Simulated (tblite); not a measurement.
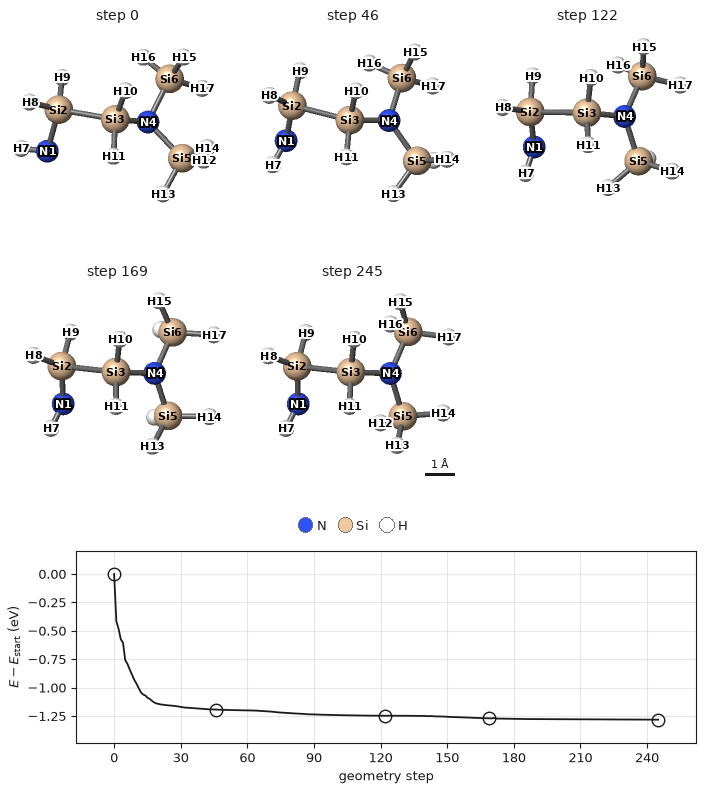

Frames of a relaxation of Si4N2H11 (multiplicity 2), marked on the history of the run. A ball-and-stick model, seen at a tilt.

Level of theory: tblite, GFN2-xTB geometry optimisation, gas phase. 

> Describe the path.

The energy falls by 1.281 eV in 245 geometry steps. The largest move after the best rigid fit is that of H12, 2.11 Å. Largest moves by element: H 2.11 Å, N 0.65 Å, Si 0.62 Å. Near-neighbour distances that change, for instance: Si2–Si3 2.218 → 2.388 Å, N1–Si2 1.807 → 1.638 Å, Si3–N4 1.766 → 1.727 Å, N4–Si6 1.772 → 1.749 Å. Bond angles that change, for instance: N1–Si2–H8 110.3° → 127.9°, Si3–Si2–H8 113.9° → 99.9°, Si2–N1–H7 110.4° → 123.7°. Groups turn about N1–Si2 by about 90°. From step 0 to 46: H7 moves most (0.89 Å), energy −1.192 eV. From step 46 to 122: H12 moves most (0.80 Å), energy −0.054 eV. From step 122 to 169: H14 moves most (0.92 Å), energy −0.023 eV. From step 169 to 245: H12 moves most (0.43 Å), energy −0.011 eV.

```json
{"step": "0", "E − E(0), eV": "0.0000"}
{"step": "1", "E − E(0), eV": "-0.4145"}
{"step": "2", "E − E(0), eV": "-0.4815"}
{"step": "3", "E − E(0), eV": "-0.5731"}
{"step": "4", "E − E(0), eV": "-0.6047"}
{"step": "5", "E − E(0), eV": "-0.7569"}
{"step": "6", "E − E(0), eV": "-0.7898"}
{"step": "7", "E − E(0), eV": "-0.8390"}
{"step": "8", "E − E(0), eV": "-0.8820"}
{"step": "9", "E − E(0), eV": "-0.9274"}
{"step": "10", "E − E(0), eV": "-0.9619"}
{"step": "22", "E − E(0), eV": "-1.1490"}
{"step": "35", "E − E(0), eV": "-1.1780"}
{"step": "47", "E − E(0), eV": "-1.1931"}
{"step": "59", "E − E(0), eV": "-1.1991"}
{"step": "72", "E − E(0), eV": "-1.2125"}
{"step": "84", "E − E(0), eV": "-1.2284"}
{"step": "97", "E − E(0), eV": "-1.2384"}
{"step": "109", "E − E(0), eV": "-1.2435"}
{"step": "121", "E − E(0), eV": "-1.2459"}
{"step": "134", "E − E(0), eV": "-1.2468"}
{"step": "146", "E − E(0), eV": "-1.2522"}
{"step": "158", "E − E(0), eV": "-1.2614"}
{"step": "171", "E − E(0), eV": "-1.2658"}
{"step": "183", "E − E(0), eV": "-1.2746"}
{"step": "196", "E − E(0), eV": "-1.2762"}
{"step": "208", "E − E(0), eV": "-1.2774"}
{"step": "220", "E − E(0), eV": "-1.2791"}
{"step": "233", "E − E(0), eV": "-1.2802"}
{"step": "245", "E − E(0), eV": "-1.2808"}
```
